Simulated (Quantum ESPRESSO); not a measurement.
## CrB2: magnetocrystalline anisotropy

Which axis do the moments of CrB2 prefer, and by how much?

Program: Quantum ESPRESSO 7.5. Level of theory: PBEsol; plane waves with PseudoDojo 0.4.1 SR PBEsol standard potentials, then spin–orbit coupling on the fully relativistic files of the same set. Results are calculated unless marked as measured.

### 1. Set-up

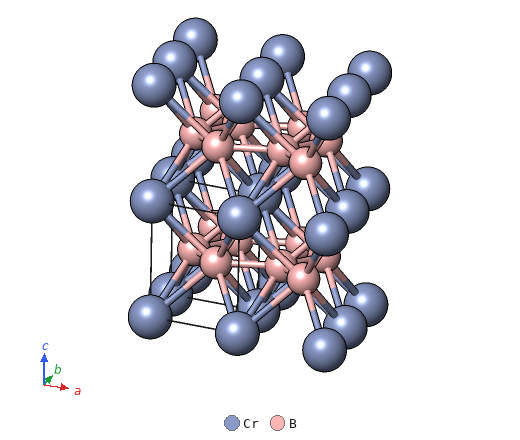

The cell as given, slightly off an axis (chromium light blue, boron pink). 2×2×2 cells are drawn. Some periodic images of atoms are drawn too.

Coordinates:

```cif
data_structure
_symmetry_space_group_name_H-M 'P6/mmm'
_symmetry_Int_Tables_number 191
_cell_length_a 2.9700
_cell_length_b 2.9700
_cell_length_c 3.0700
_cell_angle_alpha 90.000
_cell_angle_beta 90.000
_cell_angle_gamma 120.000
_cell_volume 23.45
loop_
_atom_site_label
_atom_site_type_symbol
_atom_site_symmetry_multiplicity
_atom_site_Wyckoff_symbol
_atom_site_fract_x
_atom_site_fract_y
_atom_site_fract_z
_atom_site_occupancy
Cr1 Cr 1 a 0.00000 0.00000 0.00000 1
B1 B 2 d 0.33333 0.66667 0.50000 1
```

The cell comes from the Crystallography Open Database.

### 2. Collinear run on scalar-relativistic files

Contents of pw.in:

```
&CONTROL
  calculation = 'scf'
  prefix = 'pwscf'
  outdir = './tmp'
  pseudo_dir = './pseudo'
  disk_io = 'low'
/
&SYSTEM
  ibrav = 0
  celldm(1) = 8
  nat = 3
  ntyp = 2
  ecutwfc = 94
  nbnd = 18
  occupations = 'smearing'
  smearing = 'fd'
  degauss = 0.00367493
  nspin = 2
  starting_magnetization(1) = 0.1786
  starting_magnetization(2) = 0
/
&ELECTRONS
  conv_thr = 6d-11
  electron_maxstep = 150
  mixing_beta = 0.3
/
ATOMIC_SPECIES
Cr     51.9961 Cr.upf
B      10.8100 B.upf
CELL_PARAMETERS alat
   0.7015608237673    0.0000000000000    0.0000000000000
  -0.3507804118837    0.6075694956730    0.0000000000000
   0.0000000000000    0.0000000000000    0.7251824003251
ATOMIC_POSITIONS crystal
Cr      0.0000000000    0.0000000000    0.0000000000
B       0.3333333333    0.6666666667    0.5000000000
B       0.6666666667    0.3333333333    0.5000000000
K_POINTS automatic
10 10 10 0 0 0
```

The run is started by

```sh
$ OMP_NUM_THREADS=1 mpirun -n 4 pw.x -nk 4 -in pw.in > pw.out
```

Log:

```text
Program PWSCF v.7.5 starts

     Message from routine setup:
     using ibrav=0 with symmetry is DISCOURAGED, use correct ibrav instead

     K-points division:     npool     =       4
     Subspace diagonalization in iterative solution of the eigenvalue problem:

     G-vector sticks info
     --------------------
     sticks:   dense  smooth     PW     G-vecs:    dense   smooth      PW
     Sum         823     823    241                19409    19409    3187

     Using Slab Decomposition

     bravais-lattice index     =            0
     lattice parameter (alat)  =       8.0000  a.u.
     unit-cell volume          =     158.2627 (a.u.)^3
     number of atoms/cell      =            3
     number of atomic types    =            2
     number of electrons       =        20.00
     number of Kohn-Sham states=           18
     kinetic-energy cutoff     =      94.0000  Ry
     charge density cutoff     =     376.0000  Ry
     scf convergence threshold =      6.0E-11
     mixing beta               =       0.3000
     number of iterations used =            8  plain     mixing
     Exchange-correlation= PBESOL
                           (   1   4  10   8   0   0   0)

     celldm(1)=   8.000000  celldm(2)=   0.000000  celldm(3)=   0.000000
     celldm(4)=   0.000000  celldm(5)=   0.000000  celldm(6)=   0.000000

     crystal axes: (cart. coord. in units of alat)
               a(1) = (   0.701561   0.000000   0.000000 )
               a(2) = (  -0.350780   0.607569   0.000000 )
               a(3) = (   0.000000   0.000000   0.725182 )

     reciprocal axes: (cart. coord. in units 2 pi/alat)
               b(1) = (  1.425393  0.822951 -0.000000 )
               b(2) = (  0.000000  1.645902  0.000000 )
               b(3) = (  0.000000 -0.000000  1.378963 )

     PseudoPot. # 1 for Cr read from file:
     Cr.upf
     Pseudo is Norm-conserving + core correction, Zval = 14.0
     Generated using ONCVPSP code by D. R. Hamann
     Using radial grid of 1638 points,  6 beta functions with:
                l(1) =   0
                l(2) =   0
                l(3) =   1
                l(4) =   1
                l(5) =   2
                l(6) =   2

     PseudoPot. # 2 for B  read from file:
     B.upf
     Pseudo is Norm-conserving + core correction, Zval =  3.0
     Generated using ONCVPSP code by D. R. Hamann
     Using radial grid of 1534 points,  4 beta functions with:
                l(1) =   0
                l(2) =   0
                l(3) =   1
                l(4) =   1

     atomic species   valence    mass     pseudopotential
     Cr               14.00    51.99610     Cr( 1.00)
     B                 3.00    10.81000     B ( 1.00)

     Starting magnetic structure
     atomic species   magnetization
     Cr              0.179
     B               0.000

     24 Sym. Ops., with inversion, found

   Cartesian axes

     site n.     atom                  positions (alat units)
         1        Cr     tau(   1) = (   0.0000000   0.0000000   0.0000000  )
         2        B      tau(   2) = (  -0.0000000   0.4050463   0.3625912  )
         3        B      tau(   3) = (   0.3507804   0.2025232   0.3625912  )

     number of k points=    84  Fermi-Dirac smearing, width (Ry)=  0.0037
                       cart. coord. in units 2pi/alat
        k(    1) = (   0.0000000   0.0000000   0.0000000), wk =   0.0010000
        k(    2) = (   0.0000000   0.0000000   0.1378963), wk =   0.0020000
        k(    3) = (   0.0000000   0.0000000   0.2757927), wk =   0.0020000
        k(    4) = (   0.0000000   0.0000000   0.4136890), wk =   0.0020000
        k(    5) = (   0.0000000   0.0000000   0.5515854), wk =   0.0020000
        [... 79 further k-points ...]

     Dense  grid:    19409 G-vectors     FFT dimensions: (  36,  36,  36)

     Generating pointlists ...
     new r_m :   0.2242 (alat units)  1.7940 (a.u.) for type    1
     new r_m :   0.1671 (alat units)  1.3367 (a.u.) for type    2

     Initial potential from superposition of free atoms

     starting charge      19.9982, renormalised to      20.0000
     Starting wfcs are   18 randomized atomic wfcs

     Self-consistent Calculation

     iteration #  1     ecut=    94.00 Ry     beta= 0.30
     Davidson diagonalization with overlap
     ethr =  1.00E-02,  avg # of iterations =  4.2

     total energy              =    -188.98676735 Ry
     estimated scf accuracy    <       2.36304355 Ry

     total magnetization       =     1.03 Bohr mag/cell
     absolute magnetization    =     1.09 Bohr mag/cell

     iteration #  2     ecut=    94.00 Ry     beta= 0.30
     Davidson diagonalization with overlap
     ethr =  1.00E-02,  avg # of iterations =  1.9

     total energy              =    -189.49663118 Ry
     estimated scf accuracy    <       0.80857332 Ry

     total magnetization       =     1.76 Bohr mag/cell
     absolute magnetization    =     2.05 Bohr mag/cell

     iteration #  3     ecut=    94.00 Ry     beta= 0.30
     Davidson diagonalization with overlap
     ethr =  4.04E-03,  avg # of iterations =  1.1

     total energy              =    -189.62558675 Ry
     estimated scf accuracy    <       0.02132898 Ry

     total magnetization       =     1.67 Bohr mag/cell
     absolute magnetization    =     1.80 Bohr mag/cell

     [... further iterations left out ...]

     iteration # 14     ecut=    94.00 Ry     beta= 0.30
     Davidson diagonalization with overlap
     ethr =  1.27E-10,  avg # of iterations =  3.2

     total energy              =    -189.63166501 Ry
     estimated scf accuracy    <          4.4E-09 Ry

     total magnetization       =     1.31 Bohr mag/cell
     absolute magnetization    =     1.42 Bohr mag/cell

     iteration # 15     ecut=    94.00 Ry     beta= 0.30
     Davidson diagonalization with overlap
     ethr =  2.22E-11,  avg # of iterations =  2.3

     total energy              =    -189.63166504 Ry
     estimated scf accuracy    <          1.9E-09 Ry

     total magnetization       =     1.31 Bohr mag/cell
     absolute magnetization    =     1.42 Bohr mag/cell

     iteration # 16     ecut=    94.00 Ry     beta= 0.30
     Davidson diagonalization with overlap
     ethr =  9.70E-12,  avg # of iterations =  2.0

     total energy              =    -189.63166504 Ry
     estimated scf accuracy    <          1.1E-10 Ry

     total magnetization       =     1.31 Bohr mag/cell
     absolute magnetization    =     1.42 Bohr mag/cell

     iteration # 17     ecut=    94.00 Ry     beta= 0.30
     Davidson diagonalization with overlap
     ethr =  5.59E-13,  avg # of iterations =  2.1

     Magnetic moment per site  (integrated on atomic sphere of radius R)
     atom   1 (R=0.224)  charge= 11.8045  magn=  1.2472
     atom   2 (R=0.167)  charge=  1.3267  magn= -0.0162
     atom   3 (R=0.167)  charge=  1.3267  magn= -0.0162

     End of self-consistent calculation

     Number of k-points >= 100: set verbosity='high' to print the bands.

     the Fermi energy is    16.4989 ev

!    total energy              =    -189.63166504 Ry
     estimated scf accuracy    <          1.9E-11 Ry
     smearing contrib. (-TS)   =      -0.00118825 Ry
     internal energy E=F+TS    =    -189.63047680 Ry

     The total energy is F=E-TS. E is the sum of the following terms:
     one-electron contribution =     -66.78587886 Ry
     hartree contribution      =      44.72914899 Ry
     xc contribution           =     -31.20776294 Ry
     ewald contribution        =    -136.36598398 Ry

     total magnetization       =     1.31 Bohr mag/cell
     absolute magnetization    =     1.42 Bohr mag/cell

     convergence has been achieved in  17 iterations

=------------------------------------------------------------------------------=
   JOB DONE.
=------------------------------------------------------------------------------=
```

The job ended after 39 s (4 MPI ranks of Arm Neoverse V1, shared host; peak memory 0.35 GiB).

Spin moment in the atom's sphere by atom:

```
atom  spin moment in the atom's sphere (μB)
 Cr1                                   1.25
  B2                                  -0.02
  B3                                  -0.02
```

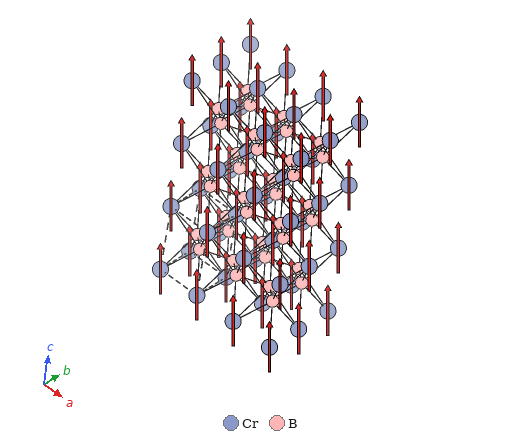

Spin moment in the atom's sphere as arrows, the longest 1.25 μB. Up and down stand for the sign. Arrows give size and sign along the axis of quantisation, drawn up and down the page. 3×2×3 cells are drawn. Some periodic images of atoms are drawn too.

Read from the output:

- smearing term TS: 0.01617 eV
- magnetization: 1.308 μB
- absolute magnetization: 1.419 μB
- final state: ferromagnetic

### 3. One pass along [001] on 13×13×13

Each pass runs in a folder of its own that holds a copy of a collinear save from that input. The collinear spin density is turned to the axis, and its potential is diagonalised once with spin–orbit coupling on fully relativistic PseudoDojo files; the sums over occupied states, with the smearing term, are then compared.

Contents of pass.in:

```
&CONTROL
  calculation = 'nscf'
  prefix = 'pwscf'
  outdir = './tmp'
  pseudo_dir = './pseudo_fr'
  disk_io = 'nowf'
/
&SYSTEM
  ibrav = 0
  celldm(1) = 8
  nat = 3
  ntyp = 2
  ecutwfc = 94
  nbnd = 34
  occupations = 'smearing'
  smearing = 'fd'
  degauss = 0.00367493
  noncolin = .true.
  lspinorb = .true.
  lforcet = .true.
  starting_magnetization(1) = 0.1786
  angle1(1) = 0
  angle2(1) = 0
  starting_magnetization(2) = 0
  angle1(2) = 0
  angle2(2) = 0
/
&ELECTRONS
  conv_thr = 6d-11
  electron_maxstep = 150
  mixing_beta = 0.3
  startingpot = 'file'
  startingwfc = 'random'
  diago_thr_init = 1d-09
  diago_full_acc = .true.
/
ATOMIC_SPECIES
Cr     51.9961 Cr.upf
B      10.8100 B.upf
CELL_PARAMETERS alat
   0.7015608237673    0.0000000000000    0.0000000000000
  -0.3507804118837    0.6075694956730    0.0000000000000
   0.0000000000000    0.0000000000000    0.7251824003251
ATOMIC_POSITIONS crystal
Cr      0.0000000000    0.0000000000    0.0000000000
B       0.3333333333    0.6666666667    0.5000000000
B       0.6666666667    0.3333333333    0.5000000000
K_POINTS automatic
13 13 13 0 0 0
```

The run is started by

```sh
$ OMP_NUM_THREADS=1 mpirun -n 4 pw.x -nk 4 -in pass.in > pass.out
```

Log:

```text
[banner, memory and clock lines left out]
Program PWSCF v.7.5 starts

     Fixed quantization axis for GGA:     0.000000    0.000000    1.000000
     Message from routine setup:
     using ibrav=0 with symmetry is DISCOURAGED, use correct ibrav instead

     bravais-lattice index     =            0
     lattice parameter (alat)  =       8.0000  a.u.
     unit-cell volume          =     158.2627 (a.u.)^3
     number of atoms/cell      =            3
     number of atomic types    =            2
     number of electrons       =        20.00
     number of Kohn-Sham states=           34
     kinetic-energy cutoff     =      94.0000  Ry
     charge density cutoff     =     376.0000  Ry
     Exchange-correlation= PBESOL
                           (   1   4  10   8   0   0   0)
     Noncollinear calculation with spin-orbit

     [... lines left out ...]
     PseudoPot. # 1 for Cr read from file:
     Cr.upf
     Pseudo is Norm-conserving + core correction, Zval = 14.0

     PseudoPot. # 2 for B  read from file:
     B.upf
     Pseudo is Norm-conserving + core correction, Zval =  3.0

     atomic species   valence    mass     pseudopotential
     Cr               14.00    51.99610     Cr( 1.00)
     B                 3.00    10.81000     B ( 1.00)

     24 Sym. Ops., with inversion, found

   Cartesian axes

     site n.     atom                  positions (alat units)
         1        Cr     tau(   1) = (   0.0000000   0.0000000   0.0000000  )
         2        B      tau(   2) = (  -0.0000000   0.4050463   0.3625912  )
         3        B      tau(   3) = (   0.3507804   0.2025232   0.3625912  )

     number of k points=   147  Fermi-Dirac smearing, width (Ry)=  0.0037

     Number of k-points >= 100: set verbosity='high' to print them.

     Dense  grid:    19409 G-vectors     FFT dimensions: (  36,  36,  36)

     Generating pointlists ...
     new r_m :   0.2242 (alat units)  1.7940 (a.u.) for type    1
     new r_m :   0.1671 (alat units)  1.3367 (a.u.) for type    2
     Message from routine read_rhog:
     some spin components not found

 -----------
Spin angles Theta, Phi (degree) =   0.0000  0.0000
 -----------

     The potential is recalculated from file :
     [... lines left out ...]
     Starting wfcs are random

     Band Structure Calculation
     Davidson diagonalization with overlap

     ethr =  1.00E-09,  avg # of iterations = 41.2

     End of band structure calculation

     Number of k-points >= 100: set verbosity='high' to print the bands.

     the Fermi energy is    16.5077 ev
     (compare with:    16.4989 eV, computed in scf)
```

Wall time 1.7 min (4 MPI ranks); peak memory 0.28 GiB; 6.9 min of CPU time.

### 4. One pass along [100] on 13×13×13

Edit pass.in of step 3 so:

```diff
@@ -21,6 +21,6 @@
   starting_magnetization(1) = 0.1786
-  angle1(1) = 0
+  angle1(1) = 90
   angle2(1) = 0
   starting_magnetization(2) = 0
-  angle1(2) = 0
+  angle1(2) = 90
   angle2(2) = 0
```

Log:

```text
     [... lines left out ...]
Program PWSCF v.7.5 starts
     [... lines left out ...]
     number of atoms/cell      =            3
     [... lines left out ...]
     number of electrons       =        20.00
     number of Kohn-Sham states=           34
     kinetic-energy cutoff     =      94.0000  Ry
     charge density cutoff     =     376.0000  Ry
     [... lines left out ...]
     Noncollinear calculation with spin-orbit
     [... lines left out ...]
      8 Sym. Ops., with inversion, found
     [... lines left out ...]
     number of k points=   343  Fermi-Dirac smearing, width (Ry)=  0.0037
     [... lines left out ...]
Spin angles Theta, Phi (degree) =  90.0000  0.0000
     [... lines left out ...]
     the Fermi energy is    16.5079 ev
     (compare with:    16.4989 eV, computed in scf)
```

The job ended after 3.9 min (4 MPI ranks; peak memory 0.28 GiB; 16 min of CPU time).

### 5. One pass along [210] on 13×13×13

Edit pass.in of step 4 so:

```diff
@@ -22,6 +22,6 @@
   angle1(1) = 90
-  angle2(1) = 0
+  angle2(1) = 30
   starting_magnetization(2) = 0
   angle1(2) = 90
-  angle2(2) = 0
+  angle2(2) = 30
 /
```

Log:

```text
     [... lines left out ...]
Program PWSCF v.7.5 starts
     [... lines left out ...]
     number of atoms/cell      =            3
     [... lines left out ...]
     number of electrons       =        20.00
     number of Kohn-Sham states=           34
     kinetic-energy cutoff     =      94.0000  Ry
     charge density cutoff     =     376.0000  Ry
     [... lines left out ...]
     Noncollinear calculation with spin-orbit
     [... lines left out ...]
      8 Sym. Ops., with inversion, found
     [... lines left out ...]
     number of k points=   343  Fermi-Dirac smearing, width (Ry)=  0.0037
     [... lines left out ...]
Spin angles Theta, Phi (degree) =  90.0000 30.0000
     [... lines left out ...]
     the Fermi energy is    16.5079 ev
     (compare with:    16.4989 eV, computed in scf)
```

Wall time 4 min (4 MPI ranks); peak memory 0.28 GiB.

### 6. The smearing term

The sum of energies times occupations is what pw.x prints as eband (for fewer than 100 k points). With Fermi–Dirac smearing the quantity to compare holds −TS as well, computed here from the energies and weights in the run's XML file (meV a cell, from the first axis, mesh 13×13×13):

```csv
axis,plain sum,−TS,free energy
[001],0.0000,0.0000,0.0000
[100],0.1506,-0.0314,0.1192
[210],0.1506,-0.0314,0.1192
```

### 7. The axes together

A pass yields neither state nor moment: for the force theorem these columns are the collinear run's. Anisotropy, by row:

```
          way      mesh   axis          state  energy less the first axis' (meV a primitive cell)  largest spin moment (μB)  CPU time (s)
force theorem  13x13x13  [001]  ferromagnetic                                                   0                     1.247         411.5
force theorem  13x13x13  [100]  ferromagnetic                                              0.1192                     1.247         944.5
force theorem  13x13x13  [210]  ferromagnetic                                              0.1192                     1.247         949.2
```

### 8. Summary of results

* state: ferromagnetic
* largest spin moment: 1.25 μB
* easy axis of those tried, on this mesh: not resolved
* energy along [100] less [001] (force theorem): 0.119 meV a primitive cell, 0.81 MJ/m³

On 13×13×13, leaving out the smearing term would shift a difference by 0.031 meV, against 0.12 meV for the largest. Differences this small usually change with the mesh, so the easy axis is taken as not resolved. One mesh cannot show that the size is converged, and with itinerant moments even the sign can change with the mesh. Shape anisotropy is not included. The moments were started parallel in the primitive cell; if the crystal orders otherwise, its anisotropy is another.

[Logs and program files are shortened in this print: banners, set-up blocks, solver, clock and traceback lines can be left out without a mark of their own.]

[Logs are printed without paths, hosts, clocks, repeated set-up lines and the standing remarks that a program may print on its own settings, such as how far it seeks lower states.]

[Hosts, paths, dates, database ids (printed as entryN), source tags and the programs' standing remarks are cut or masked in the printed files.]

[Where a cell is said to come from a database of computed structures, the database is the Materials Project.]
